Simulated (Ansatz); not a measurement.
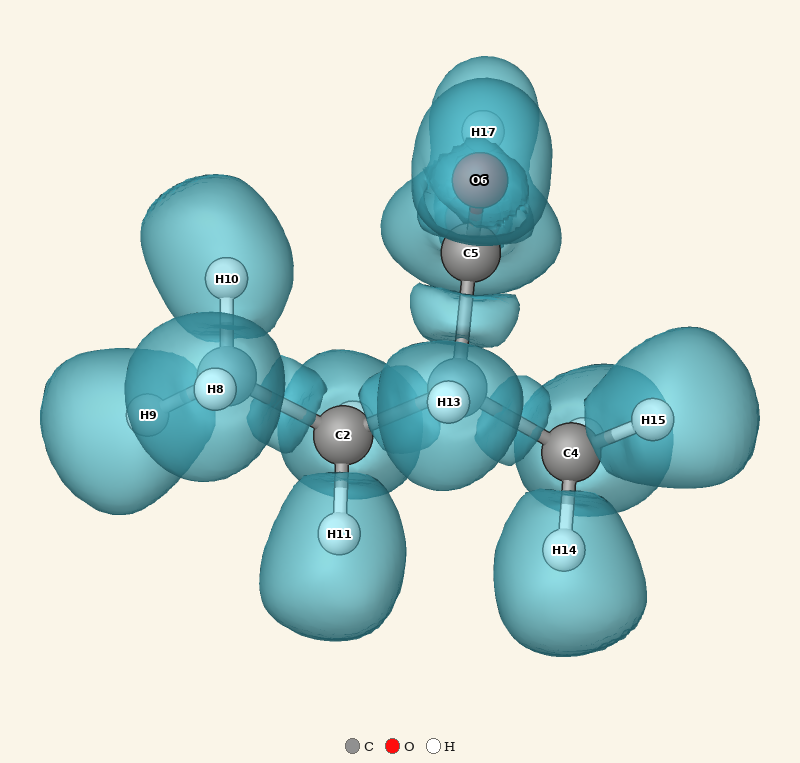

Figure 1: C5H10O2 (SMILES CCC(C)C(=O)O). Isosurface of the ELF at 0.75 (cyan), seen across its widest extent. Core shells and regions of very low density are left out.

Geometry: PBE0-D4/def2-TZVP.

All numbers below come from Ansatz, RKS PBE0-D4/def2-TZVPP.

The calculation's input:

```
crystal:
  periodic: [false, false, false]
  atoms:
    - {symbol: C, position_ang: [2.046065, -0.141996, 0.287742]}
    - {symbol: C, position_ang: [0.706746, -0.833526, 0.104546]}
    - {symbol: C, position_ang: [-0.348143, 0.044090, -0.567225]}
    - {symbol: C, position_ang: [-1.662418, -0.706005, -0.764090]}
    - {symbol: C, position_ang: [-0.589567, 1.313337, 0.209268]}
    - {symbol: O, position_ang: [-0.488896, 2.428924, -0.224531]}
    - {symbol: O, position_ang: [-0.956366, 1.072861, 1.483024]}
    - {symbol: H, position_ang: [2.450411, 0.198672, -0.669043]}
    - {symbol: H, position_ang: [2.777036, -0.815795, 0.739191]}
    - {symbol: H, position_ang: [1.959830, 0.732590, 0.938085]}
    - {symbol: H, position_ang: [0.831993, -1.729457, -0.512312]}
    - {symbol: H, position_ang: [0.322293, -1.172242, 1.071193]}
    - {symbol: H, position_ang: [0.027213, 0.376860, -1.538631]}
    - {symbol: H, position_ang: [-1.495648, -1.588193, -1.385984]}
    - {symbol: H, position_ang: [-2.409924, -0.081419, -1.257665]}
    - {symbol: H, position_ang: [-2.068789, -1.035705, 0.194059]}
    - {symbol: H, position_ang: [-1.101814, 1.937006, 1.892374]}
basis:
  gaussian: {orbitals: def2-TZVPP}
hamiltonian: {xc: pbe0, dispersion: d4}
output: {orbitals: {seedname: orbitals}}
```

Run with:

```sh
ansatz run in.yaml --threads 2 --pin off --events-out ev --progress --plain --max-ram 20480MiB --backend cuda --devices 0, --max-vram 18GiB
```

Question: Identify the bonds, lone pairs and shells in this picture.

Answer: At this value the surface marks out four regions between bonded C–C atoms (shared pairs), nine regions around hydrogen nuclei, one region on O in which the atom's valence shell and bonds are merged and one joined region spread over several atoms (H, O), in which their bonds and any lone pairs are merged. Along the contacts the grid gives the following. C–O (1.20 Å): the ELF peaks at about 0.85 between the atoms: a multiple bond. C–C (1.51 Å): the ELF peaks at about 0.95 between the atoms; a shared electron pair.
